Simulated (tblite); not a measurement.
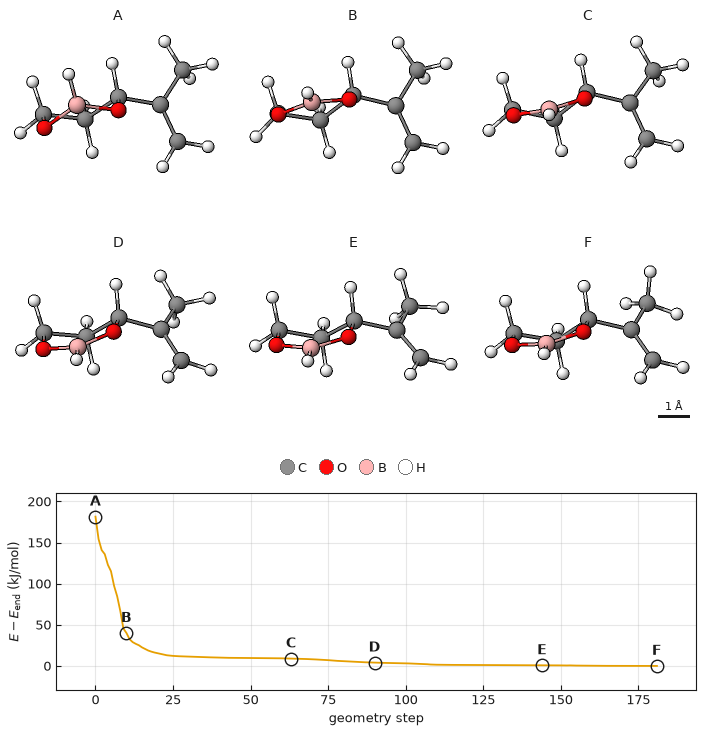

Frames of a relaxation of C$_{6}$H$_{11}$BO$_{2}$, marked on the history of the run. Style: ball-and-stick. Shown at a tilt.

All numbers below come from GFN2-xTB geometry optimisation, gas phase in tblite. 

Q: Describe the path.

A: The atom that moves furthest after the best rigid fit is an H atom (1.78 Å). Largest moves by element: H 1.78 Å, C 0.66 Å, B 0.41 Å, O 0.38 Å. Some distances before and after: B–O 1.476 → 1.348 Å, C–H 1.119 → 1.086 Å, C–H 1.125 → 1.102 Å, C–H 1.097 → 1.077 Å. Among the angles between lasting bonds that change: C–O–B 108.8° → 120.6°, C–O–B 107.5° → 119.3°, O–B–O 115.5° → 124.5°. Groups turn about B–O by about 75°, B–O by about 75°, C–C by about 65°. Over 181 geometry steps the energy falls by 181.6 kJ/mol. Cost: 2.1 s on 1 thread of Arm Neoverse N1, with other jobs on the host. From step 0 to 10: an H atom moves most (0.84 Å), energy −141.6 kJ/mol. From step 10 to 63: an H atom moves most (0.72 Å), energy −31.0 kJ/mol. From step 63 to 90: an H atom moves most (0.84 Å), energy −4.95 kJ/mol. From step 90 to 144: an H atom moves most (0.44 Å), energy −3.29 kJ/mol. From step 144 to 181: an H atom moves most (0.59 Å), energy −0.76 kJ/mol.

```csv
step,"E − E(0), kJ/mol"
0,0.00
1,-27.37
2,-40.71
3,-45.66
4,-58.58
5,-66.41
6,-84.22
7,-96.91
8,-114.68
9,-136.08
10,-141.58
19,-165.22
28,-169.93
37,-171.11
46,-171.82
55,-172.03
64,-172.66
73,-173.99
82,-176.28
91,-177.63
100,-178.36
109,-179.97
118,-180.33
127,-180.44
136,-180.71
145,-180.81
154,-181.07
163,-181.43
172,-181.51
181,-181.57
```
